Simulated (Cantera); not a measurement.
A closed system holds: 1 mol HBr, 0.4 mol H2, equilibrated at 1977 °C.

Equilibrium computed with Cantera from the NASA thermochemical tables; the gas is ideal and each condensed phase is pure. Candidate condensed phases: Br2; 5 gas species. The ideal-gas law is rough above about 30 bar. Equilibrium is a limit: real reactors are often held back by kinetics, nucleation or transport.

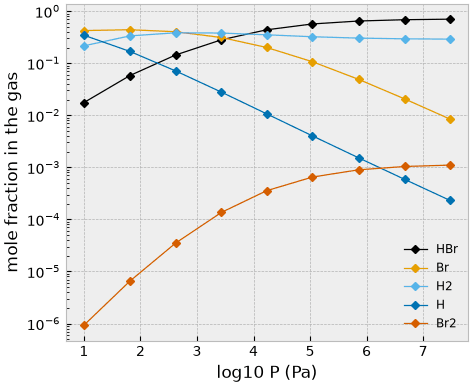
*Equilibrium gas composition (values under 1e-9 drawn at 1e-9)*

From 0.000100 bar to 300 bar nothing is condensed.
